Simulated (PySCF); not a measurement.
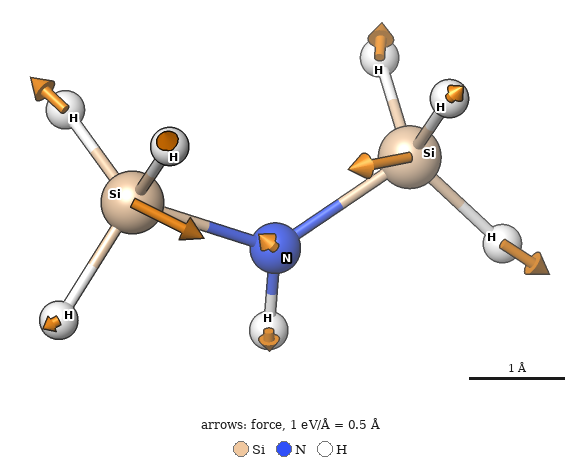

Starting geometry of Si2NH7 with the computed forces as orange arrows. The picture is a ball-and-stick view, seen at a tilt.

The start comes from GFN2-xTB. Its atoms were then displaced at random by about 0.01 Å.

Level of theory: PySCF, PBE0-D3(BJ)/def2-SVP geometry optimisation, gas phase. 

### Is this structure relaxed? If not, where do the atoms go?

It isn't relaxed: the largest force vector, on a Si atom, is 1.72 eV/Å. The final displacements have little in common with the starting forces (cosine between the two patterns 0.01). The energy falls by 18.5 kJ/mol in 10 geometry steps. The largest move after the best rigid fit is that of an H atom, 0.74 Å. By element the largest moves are H 0.74 Å, N 0.35 Å, Si 0.08 Å. Among the contacts that change: H–Si 1.431 → 1.496 Å, H–Si 1.450 → 1.498 Å, H–Si 1.467 → 1.492 Å, N–Si 1.760 → 1.741 Å. Bond angles that change, for instance: H–Si–H 112.4° → 107.0°, N–Si–H 106.0° → 110.6°, H–Si–H 112.7° → 109.7°. Groups turn about N–Si by about 40°, N–Si by about 35°.
